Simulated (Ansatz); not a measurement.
**CH₄Cl₂OSi₂: how energies converge with the basis set**

How large a basis does CH₄Cl₂OSi₂ need? Two functionals are run in growing sets.

Program: Ansatz 0.2.0, Gaussian basis. Level of theory: one geometry, several basis sets. These are calculated values, not measurements.

Levels to be run: PBE0-D4/def2-SVP; ωB97M-V/def2-SVP; PBE0-D4/def2-QZVPP; ωB97M-V/def2-QZVPP; the functionals' def2-TZVPP values are taken from earlier runs.

## 1. The geometry

The geometry comes from an earlier relaxation with PBE0-D4 in a triple-zeta def2 set; it is a stationary point, not always the lowest conformer.

SMILES `[SiH3][SiH]1OC1(Cl)Cl`, 10 atoms, charge 0, spin multiplicity 1.

Atoms are counted from 1 here; the program's logs count them from 0.

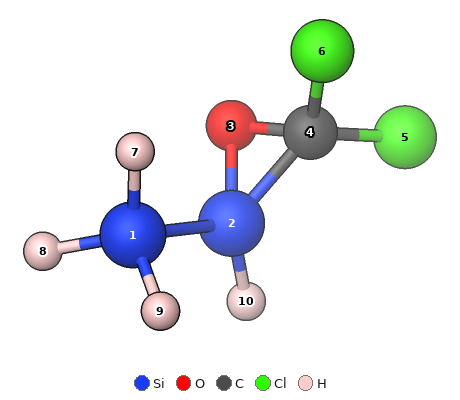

The structure; silicon blue, oxygen red, carbon dark grey, chlorine green, hydrogen pink; atoms are numbered from 1 in the order of the file.

## 2. PBE0-D4 in def2-SVP

in.yaml reads:

```yaml
crystal:
  periodic: [false, false, false]
  atoms:
    - {symbol: Si, position_ang: [-0.454836, -1.413106, 1.163632]}
    - {symbol: Si, position_ang: [0.778516, -0.013179, -0.235593]}
    - {symbol: O, position_ang: [0.101715, 0.316163, -1.762217]}
    - {symbol: C, position_ang: [0.049591, 1.480024, -0.990456]}
    - {symbol: Cl, position_ang: [1.025634, 2.794918, -1.632002]}
    - {symbol: Cl, position_ang: [-1.589723, 2.025446, -0.647670]}
    - {symbol: H, position_ang: [-1.882686, -1.025437, 1.093343]}
    - {symbol: H, position_ang: [-0.269757, -2.819393, 0.720767]}
    - {symbol: H, position_ang: [0.069482, -1.259045, 2.545245]}
    - {symbol: H, position_ang: [2.255263, -0.137590, -0.252148]}
basis:
  gaussian: {orbitals: def2-SVP}
hamiltonian: {xc: pbe0, dispersion: d4}
output: {orbitals: {seedname: orbitals}}
```

On the command line:

```bash
$ ansatz run in.yaml --threads 4 --pin off --events-out ev --progress --plain --max-ram 10444MiB
```

Output:

```text
Functional definition: PBE0
  name "PBE0"
  cite "Adamo & Barone, J. Chem. Phys. 110, 6158 (1999) doi:10.1063/1.478522"
  cite "Perdew, Burke & Ernzerhof, Phys. Rev. Lett. 77, 3865 (1996) doi:10.1103/PhysRevLett.77.3865"
  parent pbe
  parameter a = 0.25
  parameter kappa = 0.804
  parameter beta = 0.06672455060314922
  exchange = (1 - a)*pbe_x(kappa = kappa, mu = beta*pi^2/3) + a*exact_x
  correlation = pbe_c(beta = beta)
1133 factors; integrals over basis functions are off by at most 1.2e-3 eV
mean field evaluation 1: about -43911.9437 eV, gradient 4.1e1 eV
mean field evaluation 2: about -43900.2393 eV, gradient 8.6e1 eV
mean field evaluation 4: about -43915.1309 eV, gradient 1.7e0 eV
mean field evaluation 8: about -43915.2792 eV, gradient 2.4e-1 eV
mean field evaluation 16: about -43915.2793 eV, gradient 3.4e-5 eV
mean field -43915.27929345 eV, -1613.8567471889 hartree, gradient 3.3e-5 eV, S^2 0.000000; 0 other end points of the search recorded, 0 dependent functions left out
reference -43915.27932023 eV, -1613.8567481731 hartree; 40, 40 occupied and 80, 80 virtual orbitals, 1133 factors
Total energy: -43915.56702689 eV, -1613.8673211978 hartree
```

Run time: 1.1 s. Hardware: 4 threads of Intel Xeon 6975P-C, shared host; peak memory 0.29 GiB.

## 3. ωB97M-V in def2-SVP

in.yaml: that of step 2 with these lines changed.

```diff
@@ -15,3 +15,3 @@
   gaussian: {orbitals: def2-SVP}
-hamiltonian: {xc: pbe0, dispersion: d4}
+hamiltonian: {xc: {name: wB97M-V}}
 output: {orbitals: {seedname: orbitals}}
```

The command is unchanged.

Output, cut to the lines that bear on the results:

```text
Functional definition: wB97M-V
  name "wB97M-V"
  cite "Mardirossian & Head-Gordon, J. Chem. Phys. 144, 214110 (2016) doi:10.1063/1.4952647"
  cite "Becke, J. Chem. Phys. 107, 8554 (1997) doi:10.1063/1.475007"
  cite "Vydrov & Van Voorhis, J. Chem. Phys. 133, 244103 (2010) doi:10.1063/1.3521275"
  # Of w^i u^j: cxij and so on, Table III.
[...]
  gx(w, u) = 1 - cx + cx01*u + cx10*w
  gss(w, u) = css00 + css04*u^4 + css10*w + css20*w^2 + css43*w^4*u^3
  gos(w, u) = cos00 + cos10*w + (cos20 + cos21*u)*w^2 + (cos60 + cos61*u)*w^6
[...]
      + integral(e_c_pw_mod_opposite_spin*gos(b97_w_opposite, b97_u_opposite)) + vv10(b, c)
1133 factors; integrals over basis functions are off by at most 1.2e-3 eV
340 factors; integrals over basis functions are off by at most 4.4e-6 eV
[...]
mean field -43930.15202668 eV, -1614.4033100539 hartree, gradient 6.4e-5 eV, S^2 0.000000; 0 other end points of the search recorded, 0 dependent functions left out
reference -43930.15206821 eV, -1614.4033115803 hartree; 40, 40 occupied and 80, 80 virtual orbitals, 1133 factors
Total energy: -43930.15206821 eV, -1614.4033115803 hartree
```

It took 3.3 s on 4 threads of Intel Xeon 6975P-C, shared host; peak memory 0.44 GiB.

## 4. PBE0-D4 in def2-QZVPP

in.yaml: that of step 3 with these lines changed.

```diff
@@ -14,4 +14,4 @@
 basis:
-  gaussian: {orbitals: def2-SVP}
-hamiltonian: {xc: {name: wB97M-V}}
+  gaussian: {orbitals: "def2-QZVPP.json"}
+hamiltonian: {xc: pbe0, dispersion: d4}
 output: {orbitals: {seedname: orbitals}}
```

Launched as before.

Output:

```text
Functional definition: PBE0
  name "PBE0"
  cite "Adamo & Barone, J. Chem. Phys. 110, 6158 (1999) doi:10.1063/1.478522"
  cite "Perdew, Burke & Ernzerhof, Phys. Rev. Lett. 77, 3865 (1996) doi:10.1103/PhysRevLett.77.3865"
  parent pbe
  parameter a = 0.25
  parameter kappa = 0.804
  parameter beta = 0.06672455060314922
  exchange = (1 - a)*pbe_x(kappa = kappa, mu = beta*pi^2/3) + a*exact_x
  correlation = pbe_c(beta = beta)
2087 factors; their error is unknown
mean field evaluation 1: about -43929.8004 eV, gradient 5.2e1 eV
mean field evaluation 2: about -43909.0625 eV, gradient 1.1e2 eV
mean field evaluation 4: about -43934.6812 eV, gradient 5.0e0 eV
mean field evaluation 8: about -43934.7319 eV, gradient 1.3e-1 eV
mean field evaluation 16: about -43934.7704 eV, gradient 8.6e-5 eV
mean field -43934.77041969 eV, -1614.5730328667 hartree, gradient 1.5e-5 eV, S^2 0.000000; 0 other end points of the search recorded, 0 dependent functions left out
reference -43934.77046284 eV, -1614.5730344523 hartree; 40, 40 occupied and 474, 474 virtual orbitals, 2087 factors
Total energy: -43935.05816950 eV, -1614.5836074770 hartree
```

It took 10 s on 4 threads of Intel Xeon 6975P-C, shared host; peak memory 2.7 GiB.

## 5. ωB97M-V in def2-QZVPP

in.yaml: that of step 4 with these lines changed.

```diff
@@ -15,3 +15,3 @@
   gaussian: {orbitals: "def2-QZVPP.json"}
-hamiltonian: {xc: pbe0, dispersion: d4}
+hamiltonian: {xc: {name: wB97M-V}}
 output: {orbitals: {seedname: orbitals}}
```

The command is unchanged.

Output, cut to the lines that bear on the results:

```text
Functional definition: wB97M-V
  name "wB97M-V"
  cite "Mardirossian & Head-Gordon, J. Chem. Phys. 144, 214110 (2016) doi:10.1063/1.4952647"
  cite "Becke, J. Chem. Phys. 107, 8554 (1997) doi:10.1063/1.475007"
  cite "Vydrov & Van Voorhis, J. Chem. Phys. 133, 244103 (2010) doi:10.1063/1.3521275"
  # Of w^i u^j: cxij and so on, Table III.
[...]
  gx(w, u) = 1 - cx + cx01*u + cx10*w
  gss(w, u) = css00 + css04*u^4 + css10*w + css20*w^2 + css43*w^4*u^3
  gos(w, u) = cos00 + cos10*w + (cos20 + cos21*u)*w^2 + (cos60 + cos61*u)*w^6
[...]
      + integral(e_c_pw_mod_opposite_spin*gos(b97_w_opposite, b97_u_opposite)) + vv10(b, c)
2015 factors; their error is unknown
392 factors; integrals over basis functions are off by at most 3.2e-5 eV
[...]
mean field -43949.56538933 eV, -1615.1167379726 hartree, gradient 8.7e-5 eV, S^2 0.000000; 0 other end points of the search recorded, 0 dependent functions left out
reference -43949.56545903 eV, -1615.1167405338 hartree; 40, 40 occupied and 474, 474 virtual orbitals, 2015 factors
Total energy: -43949.56545903 eV, -1615.1167405338 hartree
```

It took 17 s on 4 threads of Intel Xeon 6975P-C, shared host; peak memory 3.1 GiB.

## 6. Functionals by basis

The def2-TZVPP values come from earlier runs at the same geometry.

| functional | basis | functions | energy (eV) | from the largest (eV) | HOMO (eV) | LUMO (eV) |
| --- | --- | --- | --- | --- | --- | --- |
| PBE0-D4 | def2-SVP | 120 | -43915.5670 | 19.491 | -7.44 | -1.50 |
| PBE0-D4 | def2-TZVPP | 286 | -43933.6145 | 1.444 | -7.53 | -1.75 |
| PBE0-D4 | def2-QZVPP | 514 | -43935.0582 | 0.000 | -7.56 | -1.81 |
| ωB97M-V | def2-SVP | 120 | -43930.1521 | 19.413 | -9.51 | 0.44 |
| ωB97M-V | def2-TZVPP | 286 | -43948.2002 | 1.365 | -9.65 | 0.08 |
| ωB97M-V | def2-QZVPP | 514 | -43949.5655 | 0.000 | -9.70 | -0.04 |

## 7. What came out

```
                                       quantity           value
PBE0-D4: double and triple zeta above quadruple  19.49, 1.44 eV
ωB97M-V: double and triple zeta above quadruple  19.41, 1.37 eV
```

PBE0-D4 gains 18.05 eV from double to triple zeta, then 1.44 eV more. These are total energies; as a rule much of such shifts cancels in differences, which this series doesn't test.

For PBE0-D4 the largest set took about 9 times as long as the smallest (10 s against 1.1 s).
